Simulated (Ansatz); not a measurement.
# F3N (nitrogen trifluoride) at CAM-B3LYP/cc-pVTZ

Aim: the vertical ionisation energy of F3N (nitrogen trifluoride) at CAM-B3LYP/cc-pVTZ, from 2 runs. 

The calculation is run with Ansatz 0.2.0.

## Step 1: The molecule

F3N has 4 atoms, charge 0, and is taken as a singlet. SMILES: `FN(F)F`. The coordinates come from a PBE0-D4/def2-TZVP relaxation.

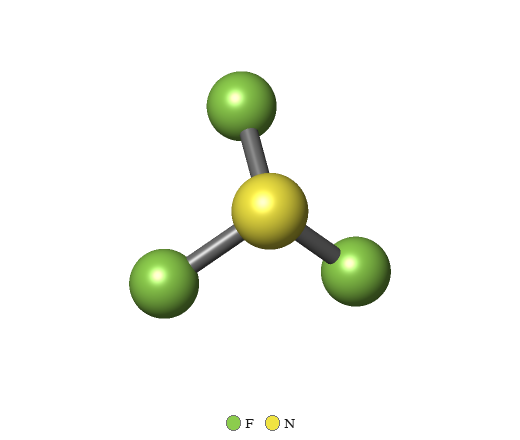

Viewed from a chosen angle; fluorine green, nitrogen yellow.

## Step 2: A single-point energy at CAM-B3LYP/cc-pVTZ

job.yaml reads:

```yaml
basis:
  gaussian: {orbitals: cc-pVTZ}
crystal:
  periodic: [false, false, false]
  atoms:
    - {symbol: F, position_ang: [0.614010, 0.000340, 1.066930]}
    - {symbol: N, position_ang: [0.353420, -0.074150, -0.266250]}
    - {symbol: F, position_ang: [-0.636280, -1.006490, -0.312240]}
    - {symbol: F, position_ang: [-0.331150, 1.080310, -0.488440]}
total_charge: 0
hamiltonian: {xc: {name: CAM-B3LYP}}
accuracy: high
output: {orbitals: {seedname: orbitals}}
```

Started as:

```
ansatz run job.yaml --threads 1 --pin off --max-ram 3480MiB --events-out events.jsonl --progress --plain --runs-dir runs
```

Output:

```text
Warning: RAYON_NUM_THREADS=1 ignored (pool sized by the plan → 1); use --threads N
Functional definition: CAM-B3LYP
  name "CAM-B3LYP"
  parameter alpha = 0.19
  parameter beta = 0.46
  parameter omega = 0.33/bohr
  parameter ac = 0.81
  exchange = (1 - alpha - beta)*b88_x + beta*b88_x_sr(omega) + alpha*exact_x + beta*exact_x_lr(omega)
  correlation = (1 - ac)*vwn5_c + ac*lyp_c
2075 factors; integrals over basis functions are off by at most 3.4e-9 eV
243 factors; integrals over basis functions are off by at most 1.5e-9 eV
mean field evaluation 1: about -9633.1576 eV, gradient 4.9e1 eV
mean field evaluation 2: about -9628.9408 eV, gradient 7.6e1 eV
mean field evaluation 4: about -9636.4183 eV, gradient 8.9e-1 eV
mean field evaluation 8: about -9636.5582 eV, gradient 9.4e-2 eV
mean field evaluation 16: about -9636.5583 eV, gradient 7.3e-6 eV
mean field -9636.55826577 eV, -354.1369843732 hartree, gradient 2.2e-8 eV, S^2 0.000000; 0 other end points of the search recorded, 0 dependent functions left out
reference -9636.55827500 eV, -354.1369847124 hartree; 17, 17 occupied and 103, 103 virtual orbitals, 2075 factors
Total energy: -9636.55827500 eV, -354.1369847124 hartree
```

Run time: 4.2 s. Hardware: 1 thread of Intel Xeon 6975P-C (Granite Rapids), shared host; peak memory 0.4 GiB.

## Step 3: The doublet cation

molecule.yaml reads:

```yaml
crystal:
  periodic: [false, false, false]
  atoms:
    - {symbol: F, position_ang: [0.614010, 0.000340, 1.066930]}
    - {symbol: "N", position_ang: [0.353420, -0.074150, -0.266250]}
    - {symbol: F, position_ang: [-0.636280, -1.006490, -0.312240]}
    - {symbol: F, position_ang: [-0.331150, 1.080310, -0.488440]}
basis:
  gaussian:
    orbitals: cc-pVTZ
total_charge: 1
magnetization:
  spin_polarized: true
  initial_magnetization: 1
hamiltonian:
  xc: {name: CAM-B3LYP}
accuracy: high
output: {orbitals: {seedname: orbitals}}
```

Started as:

```
ansatz run molecule.yaml --threads 1 --pin off --max-ram 3480MiB --events-out events.jsonl --progress --plain --runs-dir runs
```

Output:

```text
Warning: RAYON_NUM_THREADS=1 ignored (pool sized by the plan → 1); use --threads N
Functional definition: CAM-B3LYP
  name "CAM-B3LYP"
  parameter alpha = 0.19
  parameter beta = 0.46
  parameter omega = 0.33/bohr
  parameter ac = 0.81
  exchange = (1 - alpha - beta)*b88_x + beta*b88_x_sr(omega) + alpha*exact_x + beta*exact_x_lr(omega)
  correlation = (1 - ac)*vwn5_c + ac*lyp_c
2075 factors; integrals over basis functions are off by at most 3.4e-9 eV
243 factors; integrals over basis functions are off by at most 1.5e-9 eV
mean field evaluation 1: about -9614.9278 eV, gradient 5.5e1 eV
mean field evaluation 2: about -9594.7685 eV, gradient 1.0e2 eV
mean field evaluation 4: about -9622.9217 eV, gradient 2.2e0 eV
mean field evaluation 8: about -9623.0852 eV, gradient 2.1e-1 eV
mean field evaluation 16: about -9623.0856 eV, gradient 3.5e-4 eV
mean field -9623.08562773 eV, -353.6418740572 hartree, gradient 9.5e-8 eV, S^2 0.759206; 0 other end points of the search recorded, 0 dependent functions left out
reference -9623.08563766 eV, -353.6418744222 hartree; 17, 16 occupied and 103, 104 virtual orbitals, 2075 factors
Total energy: -9623.08563766 eV, -353.6418744222 hartree
```

Wall time 6.9 s (1 thread of Intel Xeon 6975P-C (Granite Rapids), shared host); peak memory 0.49 GiB.

## Step 4: Outcome

Level: CAM-B3LYP/cc-pVTZ.

```
                                          quantity          value
                         singlet F3N: total energy  -354.13698 Eh
                          singlet F3N: HOMO energy      -11.67 eV
                          singlet F3N: LUMO energy        2.23 eV
                        singlet F3N: HOMO–LUMO gap       13.91 eV
                      doublet cation: total energy  -353.64187 Eh
doublet cation: HOMO energy (highest over α and β)      -22.72 eV
 doublet cation: LUMO energy (lowest over α and β)      -15.25 eV
                              doublet cation: ⟨S²⟩          0.759
vertical ionisation energy (to the doublet cation)      13.473 eV
```

**Reading.** Removing an electron at fixed nuclei costs 13.47 eV (311 kcal/mol). −ε(HOMO) before ionisation, 11.67 eV, is 1.80 eV below this ionisation energy.
